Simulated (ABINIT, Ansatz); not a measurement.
# Lattice dynamics of YbP (Fm-3m) in two programs

Aim: the phonon dispersion of YbP (Fm-3m), checked by a second program.

Method: DFT PBEsol, scalar-relativistic, plane waves, PseudoDojo norm-conserving, 4f in core pseudopotentials (the lanthanide files made for PBE), in ABINIT 10.8.3.

## 1. The structure

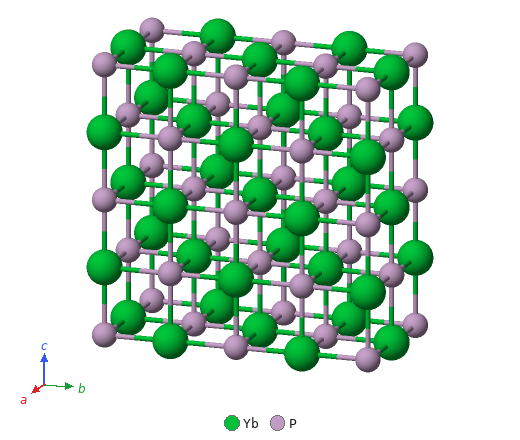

The starting structure, seen slightly off an axis (ytterbium green, phosphorus pink). 1×2×2 cells are drawn. This picture shows the conventional cell, with its axes. Some periodic images of atoms are drawn too.

Coordinates:

```cif
data_structure
_symmetry_space_group_name_H-M 'Fm-3m'
_symmetry_Int_Tables_number 225
_cell_length_a 5.4831
_cell_length_b 5.4831
_cell_length_c 5.4831
_cell_angle_alpha 90.000
_cell_angle_beta 90.000
_cell_angle_gamma 90.000
_cell_volume 164.84
loop_
_atom_site_label
_atom_site_type_symbol
_atom_site_symmetry_multiplicity
_atom_site_Wyckoff_symbol
_atom_site_fract_x
_atom_site_fract_y
_atom_site_fract_z
_atom_site_occupancy
Yb1 Yb 4 b 0.50000 0.00000 0.00000 1
P1 P 4 a 0.00000 0.00000 0.00000 1
```

## 2. Relaxing the cell and atoms

The harmonic expansion needs vanishing forces, and a free crystal bears no stress, so cell and atoms are brought to rest. Stress is more sensitive to the basis than forces are: the last 3 Ha under the cutoff are smoothed with ecutsm, and the cutoff is raised above that of the later runs.

The starting cell comes from a relaxation made beforehand in Ansatz (PBEsol, NC, 4f in core).

relax.abi reads:

```
# relaxation
ionmov 2
optcell 2
dilatmx 1.08
ntime 40
tolmxf 1.0d-05
tolvrs 1.0d-14
prtwf 0
prtden 0
chksymtnons 0

# basis, mesh and filling
ecut 25.0
ecutsm 3.0
ixc -116133
ngkpt 12 12 12
nshiftk 1
shiftk 0.0 0.0 0.0
istwfk *1
occopt 7
tsmear 0.01
nband 14
nstep 100
diemac 1000000.0
prtebands 0
prtgsr 0

# cell and atoms
acell 3*1.0 Angstrom
rprim 
    0.0 2.741529792 2.741529792
    2.741529792 0.0 2.741529792
    2.741529792 2.741529792 0.0
ntypat 2
znucl 70 15
natom 2
typat 1 2
xred 
    0.5 0.5 0.5
    0.0 0.0 0.0
pp_dirpath "./pseudo"
pseudos "Yb.upf, P.upf"
```

Launch:

```console
> OMP_NUM_THREADS=1 mpirun -n 8 abinit relax.abi > relax.log
```

Numbers of over 12 decimals in the logs are rounded to 6 here.

relax.abo, the main output file:

```text
[banners, grids, parts of the stress and lines that vanish by symmetry left out]
- input  file    -> relax.abi
- output file    -> relax.abo
- root for input  files -> relaxi
[...]
Symmetries : space group Fm -3 m (#225); Bravais cF (face-center cubic)
[...]
mpw =        2121          nfft =       46656          nkpt =          72
[...]
== DATASET  1 ==================================================================
[...]
cutoff_energies: {ecut:  25.0, pawecutdg:  -1.0, }
[...]
ETOT  1  -53.473775201869    -5.347E+01 7.845E-02 1.041E+02
 ETOT  2  -53.509724924951    -3.595E-02 8.256E-03 1.726E+01
 ETOT  3  -53.512978473925    -3.254E-03 2.022E-03 6.231E-03
 ETOT  4  -53.512980106258    -1.632E-06 2.507E-03 9.870E-05
 ETOT  5  -53.512980129511    -2.325E-08 7.455E-04 3.704E-06
[...]
At SCF step   10       vres2   =  4.08E-17 < tolvrs=  1.00E-14 =>converged.
[...]
sigma(1 1)= -6.45270895E-07  sigma(3 2)=  0.00000000E+00
  sigma(2 2)= -6.45270895E-07  sigma(3 1)=  0.00000000E+00
  sigma(3 3)= -6.45270895E-07  sigma(2 1)=  0.00000000E+00
[...]
convergence: {deltae:  3.979E-13, res2:  4.080E-17, residm:  8.641E-05, diffor: null, }
etotal    :  -5.35129801E+01
[...]
ETOT  1  -53.512980125349    -5.351E+01 6.560E-05 9.411E-05
[...]
At SCF step    7       vres2   =  2.75E-15 < tolvrs=  1.00E-14 =>converged.
[...]
sigma(1 1)= -4.56804510E-07  sigma(3 2)=  0.00000000E+00
  sigma(2 2)= -4.56804510E-07  sigma(3 1)=  0.00000000E+00
  sigma(3 3)= -4.56804510E-07  sigma(2 1)=  0.00000000E+00
[...]
convergence: {deltae:  6.395E-14, res2:  2.749E-15, residm:  2.558E-05, diffor: null, }
etotal    :  -5.35129801E+01
[...]
ETOT  1  -53.512980067916    -5.351E+01 1.691E-05 5.530E-04
[...]
ETOT  7  -53.512980147776    -4.050E-13 3.727E-06 1.647E-14
 ETOT  8  -53.512980147775     8.527E-13 3.276E-06 3.684E-17
 At SCF step    8       vres2   =  3.68E-17 < tolvrs=  1.00E-14 =>converged.
[...]
sigma(1 1)= -7.28980157E-11  sigma(3 2)=  0.00000000E+00
  sigma(2 2)= -7.28980149E-11  sigma(3 1)=  0.00000000E+00
  sigma(3 3)= -7.28980149E-11  sigma(2 1)=  0.00000000E+00
[...]
convergence: {deltae:  8.527E-13, res2:  3.684E-17, residm:  3.276E-06, diffor: null, }
etotal    :  -5.35129801E+01
[...]
At Broyd/MD step   3, gradients are converged :
[...]
sigma(1 1)= -7.28980157E-11  sigma(3 2)=  0.00000000E+00
  sigma(2 2)= -7.28980149E-11  sigma(3 1)=  0.00000000E+00
  sigma(3 3)= -7.28980149E-11  sigma(2 1)=  0.00000000E+00
[...]
- sigma(1 1)= -2.14473367E-06  sigma(3 2)=  0.00000000E+00
- sigma(2 2)= -2.14473364E-06  sigma(3 1)=  0.00000000E+00
- sigma(3 3)= -2.14473364E-06  sigma(2 1)=  0.00000000E+00
[...]
fcart     -0.0000000000E+00 -0.0000000000E+00 -0.0000000000E+00
           strten     -7.2898015749E-11 -7.2898014881E-11 -7.2898014881E-11
================================================================================

[key lines of the parts left out:]
pressure_GPa:   2.1447E-06
Total energy (etotal) [Ha]= -5.35129801477747E+01
```

Wall time 53 s (8 MPI ranks of Intel Xeon Platinum 8259CL at 2.50GHz (Skylake/Cascade Lake), shared host); 7 min of CPU time.

Little changed from the start: no atom moved by 0.005 Å and no cell edge by 0.1 %.

Numbers from this step:

```
volume per atom   : 20.61 Å³
pressure          : 2.14e-6 GPa
gap on the k-mesh : 0 eV
```

## 3. Self-consistent run for the response

The response is built on these wavefunctions, so the potential is converged far more tightly than an energy would need. Occupations are smeared.

gs.abi reads:

```
# ground state
tolvrs 1.0d-16
prtden 1
prtwf 1

# basis, mesh and filling
ecut 19.0
ixc -116133
ngkpt 12 12 12
nshiftk 1
shiftk 0.0 0.0 0.0
istwfk *1
occopt 7
tsmear 0.01
nband 14
nstep 100
diemac 1000000.0
prtebands 0
prtgsr 0

# cell and atoms
acell 3*1.0 Angstrom
rprim 
    0.0 2.741711523 2.741711523
    2.741711523 0.0 2.741711523
    2.741711523 2.741711523 0.0
ntypat 2
znucl 70 15
natom 2
typat 1 2
xred 
    0.5 0.5 0.5
    0.0 0.0 0.0
pp_dirpath "./pseudo"
pseudos "Yb.upf, P.upf"
```

Launch:

```console
> OMP_NUM_THREADS=1 mpirun -n 8 abinit gs.abi > gs.log
```

gs.abo, the main output file:

```text
[banners, grids, parts of the stress and lines that vanish by symmetry left out]
- input  file    -> gs.abi
- output file    -> gs.abo
- root for input  files -> gsi
[...]
Symmetries : space group Fm -3 m (#225); Bravais cF (face-center cubic)
[...]
mpw =        1124          nfft =       27000          nkpt =          72
[...]
== DATASET  1 ==================================================================
[...]
cutoff_energies: {ecut:  19.0, pawecutdg:  -1.0, }
[...]
ETOT  1  -53.470341334955    -5.347E+01 6.030E-02 6.311E+01
 ETOT  2  -53.503643474823    -3.330E-02 4.401E-02 1.150E+01
 ETOT  3  -53.507364735312    -3.721E-03 2.096E-03 2.814E-03
 ETOT  4  -53.507366257692    -1.522E-06 1.304E-03 8.024E-05
 ETOT  5  -53.507366290646    -3.295E-08 3.669E-03 2.692E-06
[...]
ETOT  9  -53.507366291216     2.132E-13 3.783E-04 4.572E-15
 ETOT 10  -53.507366291217    -7.390E-13 2.594E-05 5.045E-17
 At SCF step   10       vres2   =  5.05E-17 < tolvrs=  1.00E-16 =>converged.
[...]
sigma(1 1)=  1.22592233E-04  sigma(3 2)=  0.00000000E+00
  sigma(2 2)=  1.22592233E-04  sigma(3 1)=  0.00000000E+00
  sigma(3 3)=  1.22592233E-04  sigma(2 1)=  0.00000000E+00
[...]
convergence: {deltae: -7.390E-13, res2:  5.045E-17, residm:  2.594E-05, diffor: null, }
etotal    :  -5.35073663E+01
[...]
sigma(1 1)=  1.22592233E-04  sigma(3 2)=  0.00000000E+00
  sigma(2 2)=  1.22592233E-04  sigma(3 1)=  0.00000000E+00
  sigma(3 3)=  1.22592233E-04  sigma(2 1)=  0.00000000E+00
[...]
- sigma(1 1)=  3.60678801E+00  sigma(3 2)=  0.00000000E+00
- sigma(2 2)=  3.60678801E+00  sigma(3 1)=  0.00000000E+00
- sigma(3 3)=  3.60678801E+00  sigma(2 1)=  0.00000000E+00
[...]
fcart     -0.0000000000E+00 -0.0000000000E+00 -0.0000000000E+00
           strten      1.2259223253E-04  1.2259223253E-04  1.2259223253E-04
================================================================================

[key lines of the parts left out:]
pressure_GPa:  -3.6068E+00
```

Elapsed: 11 s, on 8 MPI ranks.

Read from the output:

* pressure: -3.607 GPa

The cell stands at -3.6 GPa: the relaxation ran with a smoothed and higher cutoff, and the difference is a stress of the finite basis. A stress of this size shows a cutoff too low for these files.

## 4. Zone-centre response

At q = 0 one unit cell holds all displacements. The response is solved for single atoms along the cell's directions, and symmetry skips those that follow from others. The crystal is treated as a metal, which screens a static field, so no field response is asked.

dfpt_gamma.abi reads:

```

# common to the responses
getwfk_filepath "gso_WFK"
kptopt 2
nqpt 1
qpt 0.0 0.0 0.0
asr 0
chneut 0

# displacements
rfphon 1
rfatpol 1 2
rfdir 1 1 1
tolvrs 1.0d-10
prtwf 0
prtpot 1

# basis, mesh and filling
ecut 19.0
ixc -116133
ngkpt 12 12 12
nshiftk 1
shiftk 0.0 0.0 0.0
istwfk *1
occopt 7
tsmear 0.01
nband 14
nstep 100
diemac 1000000.0
prtebands 0
prtgsr 0

# cell and atoms
acell 3*1.0 Angstrom
rprim 
    0.0 2.741711523 2.741711523
    2.741711523 0.0 2.741711523
    2.741711523 2.741711523 0.0
ntypat 2
znucl 70 15
natom 2
typat 1 2
xred 
    0.5 0.5 0.5
    0.0 0.0 0.0
pp_dirpath "./pseudo"
pseudos "Yb.upf, P.upf"
```

Launch:

```console
> OMP_NUM_THREADS=1 mpirun -n 8 abinit dfpt_gamma.abi > dfpt_gamma.log
```

dfpt_gamma.abo, the main output file:

```text
[banners, grids, parts of the stress and lines that vanish by symmetry left out]
- input  file    -> dfpt_gamma.abi
- output file    -> dfpt_gamma.abo
- root for input  files -> dfpt_gammai
- root for output files -> dfpt_gammao

 Symmetries : space group Fm -3 m (#225); Bravais cF (face-center cubic)
================================================================================
 Values of the parameters that define the memory need of the present run (RF).
     intxc =       0      iscf =       7    lmnmax =       8     lnmax =       8
     mgfft =      30  mpssoang =       4    mqgrid =    3001     natom =       2
  nloc_mem =       1    nspden =       1   nspinor =       1    nsppol =       1
      nsym =      48    n1xccc =    2501    ntypat =       2    occopt =       7
   xclevel =       2
-    mband =          14        mffmem =           1         mkmem =         109
-   mkqmem =         109        mk1mem =         109           mpw =        1124
      nfft =       27000          nkpt =         868
- my_mband =          14
================================================================================
================================================================================

--------------------------------------------------------------------------------
------------- Echo of variables that govern the present computation ------------
--------------------------------------------------------------------------------
-
- outvars: echo of selected default values
-   iomode0 =  0 , fftalg0 =312 , wfoptalg0 =  0
-
- outvars: echo of global parameters not present in the input file
-  max_nthreads =    1
-
 -outvars: echo values of preprocessed input variables
 [... echo left out ...]
================================================================================

 chkinp: Checking input parameters for consistency.

[...]
== DATASET  1 ==================================================================
-   mpi_nproc: 8, omp_nthreads: 1 (-1 if OMP is not activated)

--- !DatasetInfo
iteration_state: {dtset: 1, }
dimensions: {natom: 2, nkpt: 868, mband: 14, nsppol: 1, nspinor: 1, nspden: 1, mpw: 1124, }
cutoff_energies: {ecut:  19.0, pawecutdg:  -1.0, }
electrons: {nelect:   1.60000000E+01, charge:   0.00000000E+00, occopt:   7.00000000E+00, tsmear:   1.00000000E-02, }
meta: {optdriver: 1, rfphon: 1, }
...

 mkfilename: getwfk from: gso_WFK

 Real(R)+Recip(G) space primitive vectors, cartesian coordinates (Bohr,Bohr^-1):
 R(1)=  0.0000000  5.1810839  5.1810839  G(1)= -0.0965049  0.0965049  0.0965049
 R(2)=  5.1810839  0.0000000  5.1810839  G(2)=  0.0965049 -0.0965049  0.0965049
 R(3)=  5.1810839  5.1810839  0.0000000  G(3)=  0.0965049  0.0965049 -0.0965049
 Unit cell volume ucvol=  2.7815820E+02 bohr^3
 Angles (23,13,12)=  6.00000000E+01  6.00000000E+01  6.00000000E+01 degrees
 setup1 : take into account q-point for computing boxcut.

 getcut: wavevector=  0.0000  0.0000  0.0000  ngfft=  30  30  30
         ecut(hartree)=     19.000   => boxcut(ratio)=   2.08894

--- Pseudopotential description ------------------------------------------------
- pspini: atom type   1  psp file is ./pseudo/Yb.upf

- pspini: atom type   2  psp file is ./pseudo/P.upf

   5.55607115E+02                                ecore*ucvol(ha*bohr**3)
--------------------------------------------------------------------------------

 ==>  initialize data related to q vector <==

 The list of irreducible perturbations for this q vector is:
    1)    idir= 1    ipert=   1
    2)    idir= 1    ipert=   2

[...]
The perturbation idir=   2  ipert=   1 is
 symmetric of a previously calculated perturbation.
 So, its SCF calculation is not needed.

 The perturbation idir=   3  ipert=   1 is
 symmetric of a previously calculated perturbation.
 So, its SCF calculation is not needed.

 The perturbation idir=   2  ipert=   2 is
 symmetric of a previously calculated perturbation.
 So, its SCF calculation is not needed.

 The perturbation idir=   3  ipert=   2 is
 symmetric of a previously calculated perturbation.
 So, its SCF calculation is not needed.

--------------------------------------------------------------------------------
 Perturbation wavevector (in red.coord.)   0.000000  0.000000  0.000000
 Perturbation : displacement of atom   1   along direction   1
 Found     4 symmetries that leave the perturbation invariant.

[...]
dfpt_looppert : total number of electrons, from k and k+q
  fully or partially occupied states are    1.600000E+01 and    1.600000E+01.
 Initialisation of the first-order wave-functions :
  ireadwf=   0

--- !BeginCycle
iteration_state: {dtset: 1, }
solver: {iscf: 7, nstep: 100, nline: 4, wfoptalg: 0, }
tolerances: {tolvrs: 1.00E-10, }
...

     iter   2DEtotal(Ha)        deltaE(Ha) residm    vres2
-ETOT  1   4.081368     -1.321E+03 4.306E+00 4.468E+02
 ETOT  2   3.349723     -7.316E-01 2.923E-02 1.807E+01
 ETOT  3   3.334830     -1.489E-02 8.852E-04 3.093E-01
 ETOT  4   3.334654     -1.766E-04 3.599E-05 2.315E-02
 ETOT  5   3.334643     -1.067E-05 1.318E-06 4.279E-04
[...]
At SCF step    9       vres2   =  1.60E-12 < tolvrs=  1.00E-10 =>converged.
[...]
Mean square residual over all n,k,spin=   14.690E-15; max=  52.171E-13

 Thirteen components of 2nd-order total energy (hartree) are
 1,2,3: 0th-order hamiltonian combined with 1st-order wavefunctions
     kin0=   7.62263783E+02 eigvalue=   1.50658610E+02  local=  -3.88468679E+02
 4,5,6: 1st-order hamiltonian combined with 1st and 0th-order wfs
 loc psp =  -1.90064140E+03  Hartree=   5.03036352E+02     xc=  -1.08055066E+02
 note that "loc psp" includes a xc core correction that could be resolved
 7,8,9: eventually, occupation + non-local contributions
    edocc=   2.62830079E+02     enl0=   1.39337620E+02   enl1=  -7.42564000E+02
 1-9 gives the relaxation energy (to be shifted if some occ is /=2.0)
   erelax=  -1.32160270E+03
 10,11,12 Non-relaxation  contributions : frozen-wavefunctions and Ewald
 fr.local=   8.62839648E+02 fr.nonlo=   3.74434038E+02  Ewald=   4.44662673E+01
 13,14 Frozen wf xc core corrections (1) and (2)
 frxc 1  =  -1.79197676E+02  frxc 2 =   2.22395065E+02
 Resulting in :
 2DEtotal=    0.3334642617E+01 Ha. Also 2DEtotal=    0.907402482314E+02 eV
    (2DErelax=   -1.3216026998E+03 Ha. 2DEnonrelax=    1.3249373425E+03 Ha)
    (  non-var. 2DEtotal :    3.3346429953E+00 Ha)

[...]
Perturbation wavevector (in red.coord.)   0.000000  0.000000  0.000000
 Perturbation : displacement of atom   2   along direction   1
 Found     4 symmetries that leave the perturbation invariant.

--------------------------------------------------------------------------------

--------------------------------------------------------------------------------

 dfpt_looppert : total number of electrons, from k and k+q
  fully or partially occupied states are    1.600000E+01 and    1.600000E+01.
 Initialisation of the first-order wave-functions :
  ireadwf=   0

--- !BeginCycle
iteration_state: {dtset: 1, }
solver: {iscf: 7, nstep: 100, nline: 4, wfoptalg: 0, }
tolerances: {tolvrs: 1.00E-10, }
...

     iter   2DEtotal(Ha)        deltaE(Ha) residm    vres2
-ETOT  1   4.303502     -1.896E+02 1.121E+00 1.445E+03
[...]
ETOT  8   3.333075     -1.620E-12 1.799E-11 1.993E-10
 ETOT  9   3.333075      1.336E-12 1.061E-12 5.799E-12

 At SCF step    9       vres2   =  5.80E-12 < tolvrs=  1.00E-10 =>converged.
[...]
Mean square residual over all n,k,spin=   32.933E-16; max=  10.610E-13

 Thirteen components of 2nd-order total energy (hartree) are
 1,2,3: 0th-order hamiltonian combined with 1st-order wavefunctions
     kin0=   1.54246715E+02 eigvalue=  -7.22490491E+00  local=  -1.01238055E+02
 4,5,6: 1st-order hamiltonian combined with 1st and 0th-order wfs
 loc psp =  -1.13633011E+02  Hartree=   4.66728802E+01     xc=  -1.62461040E+01
 note that "loc psp" includes a xc core correction that could be resolved
 7,8,9: eventually, occupation + non-local contributions
    edocc=   1.84901126E+01     enl0=   9.58481892E+01   enl1=  -2.67464655E+02
 1-9 gives the relaxation energy (to be shifted if some occ is /=2.0)
   erelax=  -1.90548833E+02
 10,11,12 Non-relaxation  contributions : frozen-wavefunctions and Ewald
 fr.local=   1.34983797E+01 fr.nonlo=   1.40740485E+02  Ewald=   4.44662673E+01
 13,14 Frozen wf xc core corrections (1) and (2)
 frxc 1  =  -1.80440129E+01  frxc 2 =   1.32207887E+01
 Resulting in :
 2DEtotal=    0.3333074994E+01 Ha. Also 2DEtotal=    0.906975910492E+02 eV
    (2DErelax=   -1.9054883275E+02 Ha. 2DEnonrelax=    1.9388190774E+02 Ha)
    (  non-var. 2DEtotal :    3.3330748339E+00 Ha)

[...]
---- first-order wavefunction calculations are completed ----

 ==> Compute Derivative Database <==

 [... matrices left out ...]
  Phonon wavevector (reduced coordinates) :  0.00000  0.00000  0.00000
 Phonon energies in Hartree :
  -4.105141E-06 -4.105141E-06 -4.105140E-06  1.138635E-03  1.138635E-03
   1.138635E-03
 Phonon frequencies in cm-1    :
- -9.009743E-01 -9.009743E-01 -9.009741E-01  2.499016E+02  2.499016E+02
-  2.499016E+02

== END DATASET(S) ==============================================================
================================================================================

 -outvars: echo values of variables after computation
            acell      1.8897261259E+00  1.8897261259E+00  1.8897261259E+00 Bohr
           etotal      3.3330749940E+00
            fcart      0.0000000000E+00  0.0000000000E+00  0.0000000000E+00
           strten      0.0000000000E+00  0.0000000000E+00  0.0000000000E+00
================================================================================
```

Run time: 58 s. Hardware: 8 MPI ranks; 7.7 min of CPU time.

Read from the output:

| Property | Result |
| --- | --- |
| largest acoustic frequency at the zone centre before the sum rule | -0.9 cm⁻¹ |
| highest optical zone-centre mode (no LO-TO term) | 249.9 cm⁻¹ |
| lowest optical zone-centre mode | 249.9 cm⁻¹ |

The acoustic modes at Γ come out as far as 0.9 cm⁻¹ from zero, where they should vanish, a small numerical error.

## 5. Ground state

Scaled from the time of the run at Γ, the full q mesh would overrun the time at hand on this k mesh, so the ground state is made again on a coarser one.

gs.abi, as its differences from that of step 3:

```diff
@@ -8,3 +8,3 @@
 ixc -116133
-ngkpt 12 12 12
+ngkpt 8 8 8
 nshiftk 1
```

Launch:

```console
> OMP_NUM_THREADS=1 mpirun -n 8 abinit gs.abi > gs.log
```

gs.abo, the main output file:

```text
[banners, grids, parts of the stress and lines that vanish by symmetry left out]
- input  file    -> gs.abi
- output file    -> gs.abo
- root for input  files -> gsi
[...]
Symmetries : space group Fm -3 m (#225); Bravais cF (face-center cubic)
[...]
mpw =        1124          nfft =       27000          nkpt =          29
[...]
== DATASET  1 ==================================================================
[...]
cutoff_energies: {ecut:  19.0, pawecutdg:  -1.0, }
[...]
ETOT  1  -53.470042418765    -5.347E+01 7.091E-02 6.213E+01
 ETOT  2  -53.503905406061    -3.386E-02 1.411E-02 1.075E+01
 ETOT  3  -53.507396648978    -3.491E-03 1.845E-03 2.491E-03
 ETOT  4  -53.507398229089    -1.580E-06 9.253E-04 6.306E-05
 ETOT  5  -53.507398255674    -2.658E-08 3.676E-03 2.338E-06
[...]
ETOT  9  -53.507398256217    -1.130E-12 3.618E-04 6.021E-15
 ETOT 10  -53.507398256216     9.237E-13 2.632E-05 2.091E-17
 At SCF step   10       vres2   =  2.09E-17 < tolvrs=  1.00E-16 =>converged.
[...]
sigma(1 1)=  1.20599926E-04  sigma(3 2)=  0.00000000E+00
  sigma(2 2)=  1.20599926E-04  sigma(3 1)=  0.00000000E+00
  sigma(3 3)=  1.20599926E-04  sigma(2 1)=  0.00000000E+00
[...]
convergence: {deltae:  9.237E-13, res2:  2.091E-17, residm:  2.632E-05, diffor: null, }
etotal    :  -5.35073983E+01
[...]
sigma(1 1)=  1.20599926E-04  sigma(3 2)=  0.00000000E+00
  sigma(2 2)=  1.20599926E-04  sigma(3 1)=  0.00000000E+00
  sigma(3 3)=  1.20599926E-04  sigma(2 1)=  0.00000000E+00
[...]
- sigma(1 1)=  3.54817233E+00  sigma(3 2)=  0.00000000E+00
- sigma(2 2)=  3.54817233E+00  sigma(3 1)=  0.00000000E+00
- sigma(3 3)=  3.54817233E+00  sigma(2 1)=  0.00000000E+00
[...]
fcart     -0.0000000000E+00 -0.0000000000E+00 -0.0000000000E+00
           strten      1.2059992611E-04  1.2059992611E-04  1.2059992611E-04
================================================================================

[key lines of the parts left out:]
pressure_GPa:  -3.5482E+00
```

Elapsed: 6.7 s, on 8 MPI ranks.

Numbers from this step:

```yaml
pressure: -3.548 GPa
```

(Part 1 of 4 ends here.)

[Host names and launcher messages were left out of these logs when they were recorded.]

[Logs are printed without paths, hosts, clocks, repeated set-up lines and the standing remarks that a program may print on its own settings, such as how far it seeks lower states.]

[Hosts, paths, dates, database ids (printed as entryN), source tags and the programs' standing remarks are cut or masked in the printed files.]
